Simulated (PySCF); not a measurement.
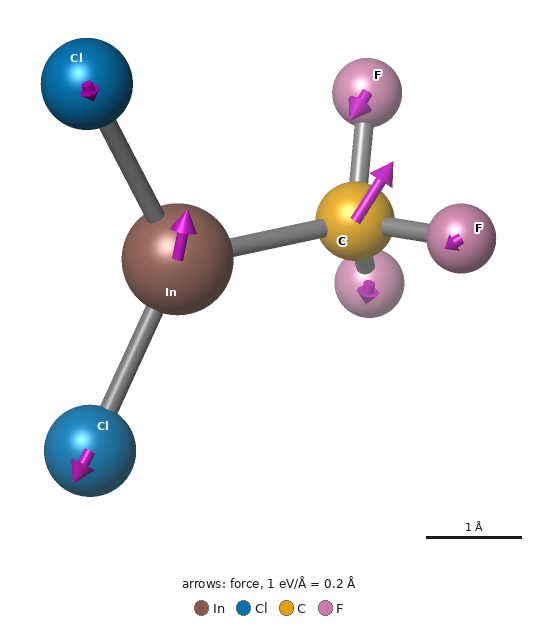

Starting geometry of InCCl2F3 with the computed forces as purple arrows. Style: ball-and-stick. Shown from a free direction.

The start comes from GFN2-xTB. Its atoms were then displaced at random by about 0.03 Å.

Level of theory: PBE0-D3(BJ)/def2-SVP geometry optimisation, gas phase (PySCF). 

Q: Is this structure relaxed? If not, where do the atoms go?

A: It isn't relaxed: the largest force vector, on the C atom, is 3.75 eV/Å. The final displacements have little in common with the starting forces (cosine between the two patterns 0.25). The atom that moves furthest after the best rigid fit is a Cl atom (0.23 Å). Largest moves by element: Cl 0.23 Å, F 0.22 Å, C 0.09 Å, In 0.08 Å. Some distances before and after: Cl–In 2.217 → 2.327 Å, Cl–In 2.421 → 2.326 Å, C–F 1.408 → 1.334 Å, C–F 1.300 → 1.331 Å. Bond angles that change, for instance: Cl–In–Cl 122.8° → 115.3°, F–C–F 101.8° → 107.8°, F–C–F 103.7° → 108.0°. The energy falls by 36.0 kJ/mol in 13 geometry steps.
